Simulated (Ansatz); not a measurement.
# SiCl2 (SMILES Cl[Si]Cl) at 6 levels

Wanted: a comparison of 6 runs (HSE06/STO-3G, UPBE0/STO-3G, UMP2/STO-3G, CCSDT/STO-3G, CCSD(T)/STO-3G, UCCSD(T)/STO-3G) of SiCl2. 

Program for the calculation: Ansatz 0.2.0.

39 further runs of the same task are left out: 5 that didn't finish, 34 set aside as unsound or not needed.

### 1 Starting point

The species is SiCl2 (3 atoms), meant as a singlet with charge 0. As SMILES, `Cl[Si]Cl`. The Si2–Cl1 distance was set to 4.155 Å, away from the relaxed value. At this shape a bond of the SMILES string is far longer than usual.

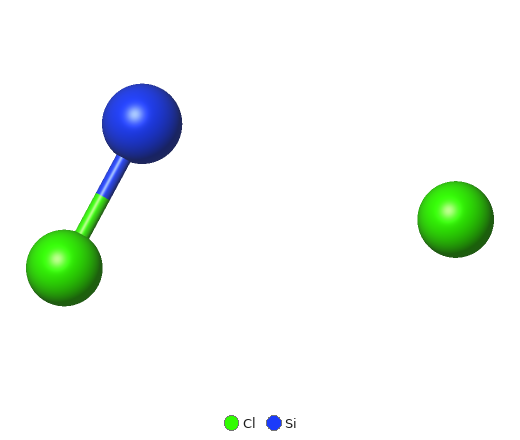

Viewed from a chosen angle; chlorine green, silicon blue.

### 2 The energy at HSE06/STO-3G (run 1)

job.yaml

```yaml
crystal:
  periodic: [false, false, false]
  atoms:
    - symbol: Cl
      position_ang: [1.357712, 3.218019, 1.098009]
    - symbol: Si
      position_ang: [-0.770100, -0.010400, -0.422000]
    - symbol: Cl
      position_ang: [0.476300, -1.593400, 0.084000]
basis:
  gaussian: {orbitals: STO-3G}
total_charge: 0
hamiltonian: {xc: {name: HSE06}}
accuracy: high
```

Started as:

```bash
$ ansatz run job.yaml --threads 1 --pin off --max-ram 2610MiB --events-out events.jsonl --progress --plain --runs-dir runs
```

The program printed:

```text
Warning: RAYON_NUM_THREADS=1 ignored (pool sized by the plan → 1); use --threads N
Functional definition: HSE06
  name "HSE06"
  parameter a = 0.25
  parameter omega = 0.11/bohr
  exchange = pbe_x - a*pbe_x_sr(omega) + a*exact_x_sr(omega)
  correlation = pbe_c
440 factors; integrals over basis functions are off by at most 1.5e-8 eV
73 factors; integrals over basis functions are off by at most 9.7e-10 eV
mean field evaluation 1: about -32539.9428 eV, gradient 2.0e1 eV
mean field evaluation 2: about -32280.6918 eV, gradient 2.5e1 eV
mean field evaluation 4: about -32541.1770 eV, gradient 1.6e1 eV
mean field evaluation 8: about -32281.3959 eV, gradient 3.1e1 eV
mean field evaluation 16: about -32544.7148 eV, gradient 3.0e-4 eV
mean field evaluation 32: about -32533.1125 eV, gradient 3.9e1 eV
mean field evaluation 64: about -32544.6451 eV, gradient 5.5e-1 eV
mean field evaluation 96: about -32536.6696 eV, gradient 4.3e1 eV
mean field -32544.71479658 eV, -1195.9962091742 hartree, gradient 5.7e-9 eV, S^2 0.000000; 10 other end points of the search recorded, 0 dependent functions left out
reference -32544.71479851 eV, -1195.9962092453 hartree; 24, 24 occupied and 3, 3 virtual orbitals, 440 factors
Total energy: -32544.71479851 eV, -1195.9962092453 hartree
```

It took 4.5 s on 1 thread of Arm Neoverse V1, shared host; peak memory 0.1 GiB.

### 3 The energy at UPBE0/STO-3G (run 2)

in.yaml

```yaml
crystal:
  periodic: [false, false, false]
  atoms:
    - {symbol: Cl, position_ang: [1.357712, 3.218019, 1.098009]}
    - {symbol: Si, position_ang: [-0.770100, -0.010400, -0.422000]}
    - {symbol: Cl, position_ang: [0.476300, -1.593400, 0.084000]}
basis:
  gaussian:
    orbitals: STO-3G
magnetization:
  spin_polarized: true
  initial_magnetization: 0
hamiltonian:
  xc: pbe0
accuracy: high
```

Started as:

```bash
$ ansatz run in.yaml --threads 1 --pin off --max-ram 2610MiB --events-out events.jsonl --progress --plain --runs-dir runs
```

The program printed, shortened:

```text
Warning: RAYON_NUM_THREADS=1 ignored (pool sized by the plan → 1); use --threads N
Functional definition: PBE0
  name "PBE0"
[...]
440 factors; integrals over basis functions are off by at most 1.5e-8 eV
[...]
mean field -32545.79918673 eV, -1196.0360597774 hartree, gradient 2.7e-8 eV, S^2 0.648096; 6 other end points of the search recorded, 0 dependent functions left out
reference -32545.79918820 eV, -1196.0360598314 hartree; 24, 24 occupied and 3, 3 virtual orbitals, 440 factors
Total energy: -32545.79918820 eV, -1196.0360598314 hartree
```

Run time: 9 s. Hardware: 1 thread of Arm Neoverse V1, shared host; peak memory 0.15 GiB.

### 4 A single-point energy at UMP2/STO-3G (run 3)

molecule.yaml

```yaml
basis:
  gaussian:
    orbitals: STO-3G
crystal:
  periodic: [false, false, false]
  atoms:
    - {symbol: Cl, position_ang: [1.357712, 3.218019, 1.098009]}
    - {symbol: Si, position_ang: [-0.770100, -0.010400, -0.422000]}
    - {symbol: Cl, position_ang: [0.476300, -1.593400, 0.084000]}
magnetization:
  spin_polarized: true
  initial_magnetization: 0
correlation:
  method: mp2
  frozen_orbitals: {Cl: 5, Si: 5}
accuracy: high
```

Started as:

```bash
$ ansatz run molecule.yaml --threads 1 --pin off --max-ram 2610MiB --events-out events.jsonl --progress --plain --runs-dir runs
```

The program printed, shortened:

```text
Warning: RAYON_NUM_THREADS=1 ignored (pool sized by the plan → 1); use --threads N
Functional definition: HF
  name "HF"
[...]
440 factors; integrals over basis functions are off by at most 1.5e-8 eV
[...]
mean field -32509.62723727 eV, -1194.7067651529 hartree, gradient 1.8e-8 eV, S^2 1.002660; 21 other end points of the search recorded, 0 dependent functions left out
15 core orbitals not correlated: weight in the atoms' cores, before any rotation towards them, 1.000 or more for the frozen orbitals, at most 0.000 for the correlated occupied ones
reference -32509.62723727 eV, -1194.7067651529 hartree; 9, 9 occupied and 3, 3 virtual orbitals, 440 factors
second order -0.57796742 eV of doubles, -0.00000000 eV of singles
Total energy: -32510.20520469 eV, -1194.7280050637 hartree
```

Run time: 2.3 s. Hardware: 1 thread of Arm Neoverse V1, shared host.

Runs 4 to 5 aren't shown in full; the table further down has their settings and results.

### 5 A single-point energy at UCCSD(T)/STO-3G (run 6)

run.yaml

```yaml
crystal:
  periodic: [false, false, false]
  atoms:
    - {symbol: Cl, position_ang: [1.357712, 3.218019, 1.098009]}
    - {symbol: Si, position_ang: [-0.770100, -0.010400, -0.422000]}
    - {symbol: Cl, position_ang: [0.476300, -1.593400, 0.084000]}
basis:
  gaussian:
    orbitals: STO-3G
accuracy: high
correlation:
  method: ccsd_t
  frozen_orbitals: {Cl: 5, Si: 5}
magnetization:
  spin_polarized: true
  initial_magnetization: 0
scf:
  omitted_lower_state_checks: [cluster_reference, increment]
```

Started as:

```bash
$ ansatz run run.yaml --threads 1 --pin off --max-ram 2610MiB --events-out events.jsonl --progress --plain --runs-dir runs
```

The program printed:

```text
Warning: RAYON_NUM_THREADS=1 ignored (pool sized by the plan → 1); use --threads N
[... 22 lines left out ...]
15 core orbitals not correlated: weight in the atoms' cores, before any rotation towards them, 1.000 or more for the frozen orbitals, at most 0.000 for the correlated occupied ones
[... 80 lines left out ...]
Total energy: -32510.49397331 eV, -1194.7386171148 hartree
Checks for a lower state left out: cluster_reference, increment
```

Run time: 2.7 s. Hardware: 1 thread of Arm Neoverse V1, shared host.

### 6 Overview of the runs

```csv
run,level,frozen core orbitals,energy (Eh),wall time
1,HSE06/STO-3G,–,-1195.996209,4.5 s
2,UPBE0/STO-3G,–,-1196.036060,9 s
3,UMP2/STO-3G,15,-1194.728005,2.3 s
4,CCSDT/STO-3G,15,-1194.739187,1.1 s
5,CCSD(T)/STO-3G,15,-1194.761398,0.46 s
6,UCCSD(T)/STO-3G,15,-1194.738617,2.7 s
```

### 7 Outcome

| quantity | value |
| --- | --- |
| run 6: total energy | -1194.73862 Eh |
| run 6: correlation energy (15 core orbitals frozen) | -31.9 mEh |
| run 6: (T) correction | -1.00 mEh |
| run 6: ⟨S²⟩ of the reference determinant | 1.003 |
| run 6: T1 diagnostic | 0.008 |

What this shows: Totals of different functionals can't be ranked against each other. In run 5 the T1 diagnostic is large, so a single reference may not serve. In runs 4, 5 the log says that unrestricted orbitals would lower the reference, so the values rest on an unstable closed-shell determinant (other closed-shell runs at this shape may share the fault). In runs 1, 2, 3, 4, 5, 6 the basis is minimal, so the values are rough. In runs 1, 5 a closed-shell determinant meets a far-stretched bond, which it describes badly. Spin contamination of the reference: run 3 ⟨S²⟩ = 1.00, run 6 ⟨S²⟩ = 1.00, run 2 ⟨S²⟩ = 0.65. Where it is this large, the reference is a mixture of spin states, and values that rest on it are in doubt. All runs together took 20 s, the longest 9 s.
